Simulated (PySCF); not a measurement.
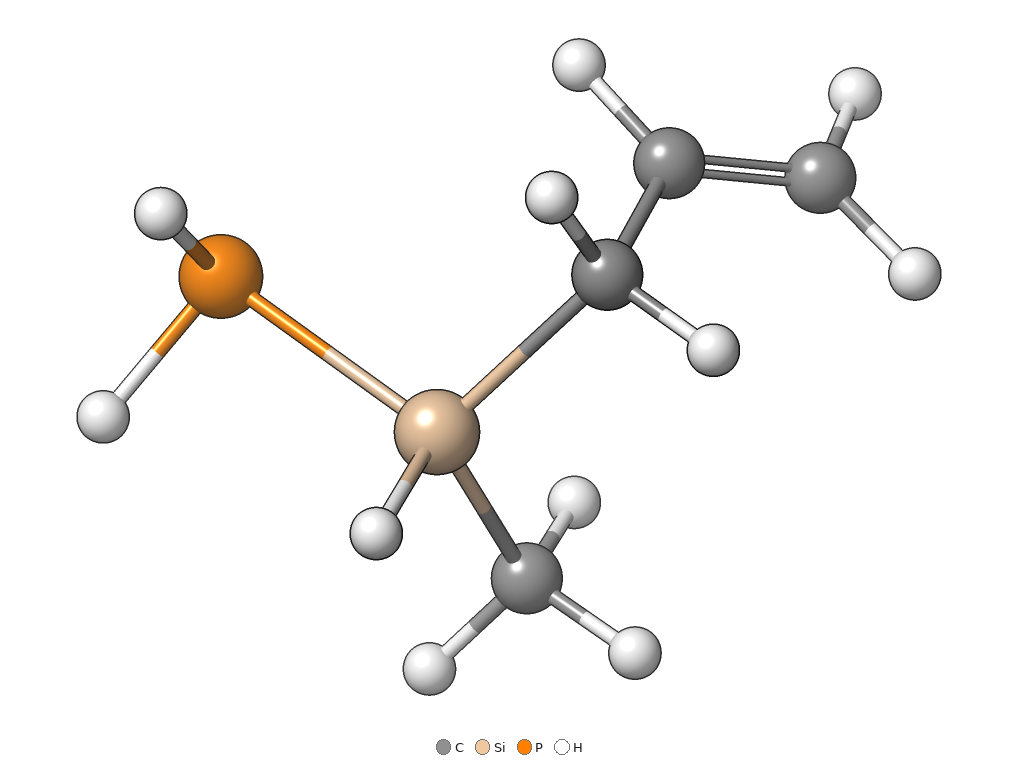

The geometry was computed by an optimisation with PBE0-D3(BJ)/def2-SVP. No frequency run is at hand to confirm it as a minimum.

> Give the formula.

C4H11PSi, 17 atoms: 4 carbon, 11 hydrogen, 1 phosphorus and 1 silicon.

> Which point group does it belong to?

C1.

> Give a SMILES string for it.

C=CC[Si@H](C)P

> Count the bonded pairs by element.

8 C–H, 2 C–C, 2 C–Si, 2 P–H, 1 P–Si, 1 Si–H.

More results for the same structure follow; atom numbers are the same in all pictures, views and colours differ.

### Shape

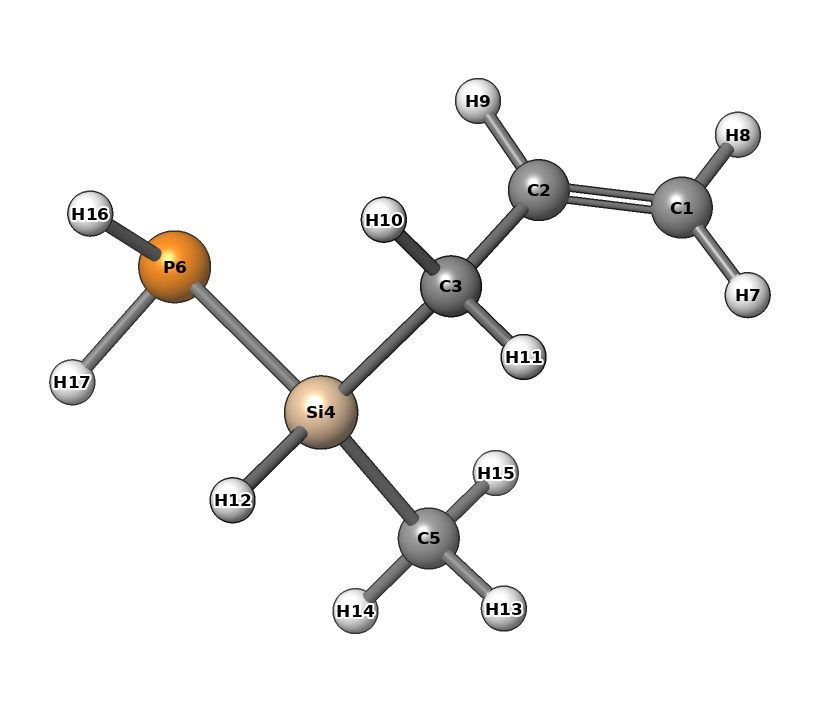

No frequency run is at hand to confirm it as a minimum.

Give the bond lengths.

```tsv
bond	length (Å)	order
C1–C2	1.336	double
C1–H7	1.095	single
C1–H8	1.093	single
C2–C3	1.492	single
C2–H9	1.098	single
C3–Si4	1.900	single
C3–H10	1.104	single
C3–H11	1.104	single
Si4–C5	1.876	single
Si4–P6	2.273	single
Si4–H12	1.499	single
C5–H13	1.101	single
C5–H14	1.101	single
C5–H15	1.101	single
P6–H16	1.429	single
P6–H17	1.428	single
```

### Levels of theory compared

No frequency run is at hand to confirm it as a minimum. Program: PySCF 2.14.0.

Compare dipole (D), HOMO–LUMO gap (eV) at these levels: BHandHLYP/aug-pcX-1 (pcseg-1 on H) (def2-SVPD on Si) (def2-SVPD on P); PBE0/def2-SVPD; PBE0/def2-SVPD in acetone (IEF-PCM); PBE0/def2-SVPD in cyclohexane (IEF-PCM); PBE0/pcSseg-1 in acetone (IEF-PCM); PBE0/pcSseg-1 in cyclohexane (IEF-PCM).

| level | dipole (D) | HOMO–LUMO gap (eV) |
| --- | --- | --- |
| BHandHLYP/aug-pcX-1 (pcseg-1 on H) (def2-SVPD on Si) (def2-SVPD on P) | 1.01 | 8.68 |
| PBE0/def2-SVPD | 1.02 | 7.07 |
| PBE0/def2-SVPD in acetone (IEF-PCM) | 1.52 | 7.09 |
| PBE0/def2-SVPD in cyclohexane (IEF-PCM) | 1.19 | 7.07 |
| PBE0/pcSseg-1 in acetone (IEF-PCM) | 1.70 | 7.24 |
| PBE0/pcSseg-1 in cyclohexane (IEF-PCM) | 1.37 | 7.24 |

### Charges

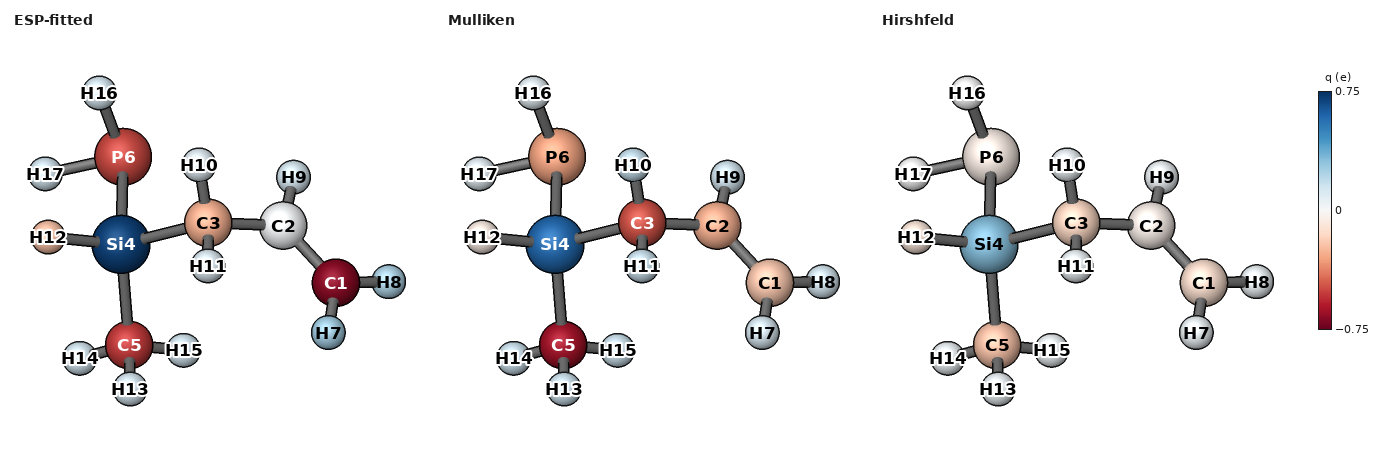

Atomic charges of one calculation by 3 schemes, on one colour scale. No frequency run is at hand to confirm it as a minimum. Computed with PBE0/pcSseg-1 in acetone (IEF-PCM) (PySCF 2.14.0).

> On which atom do the schemes disagree most?

On C1 (from −0.68 to −0.12 e).

List the charges (e), one line for each set of equivalent atoms.

```
atom  ESP-fitted  Mulliken  Hirshfeld
  C1       −0.68     −0.20      −0.12
  C2        0.02     −0.27      −0.04
  C3       −0.27     −0.48      −0.16
 Si4        0.70      0.59       0.33
  C5       −0.53     −0.62      −0.21
  P6       −0.50     −0.30      −0.05
  H7        0.26      0.12       0.04
  H8        0.23      0.13       0.04
  H9        0.13      0.14       0.04
 H10        0.09      0.17       0.05
 H11        0.10      0.16       0.05
 H12       −0.22     −0.06      −0.09
 H13        0.12      0.15       0.05
 H14        0.14      0.16       0.05
 H15        0.14      0.16       0.04
 H16        0.13      0.08       0.00
 H17        0.14      0.08       0.00
```

### Excitation

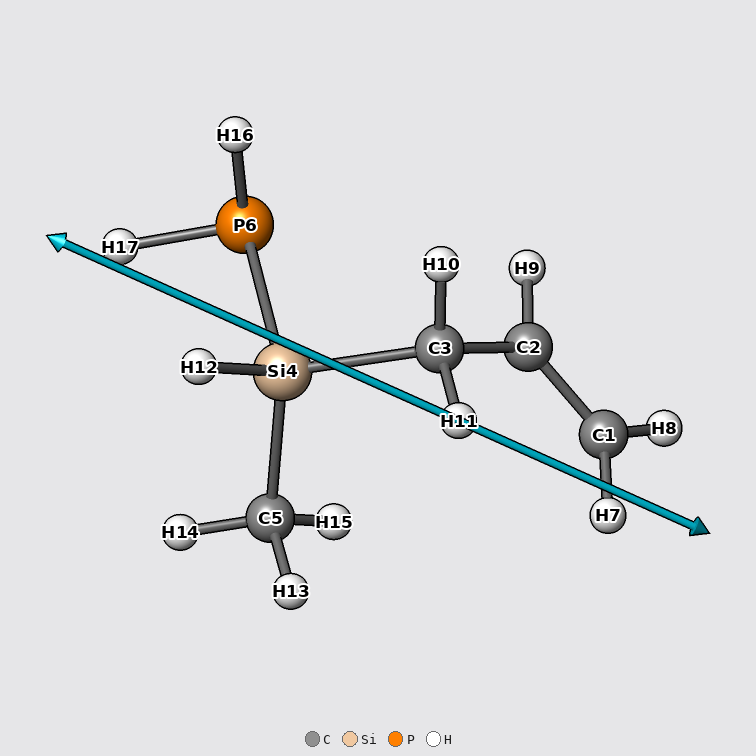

The double arrow shows the direction of the transition dipole to excited singlet state 3 (its length means nothing). No frequency run is at hand to confirm it as a minimum. Method: TDDFT PBE0/def2-SVPD, vertical, gas phase, core orbitals frozen in the response (PySCF 2.14.0).

> Where does the transition lie, and how strong is it?

6.43 eV (193 nm), oscillator strength 0.11, of mixed character, with the largest part HOMO−1 → LUMO (weight 0.38); transition dipole 2.09 D.

Mulliken values depend strongly on the basis set and can even reverse the polarity of a bond.
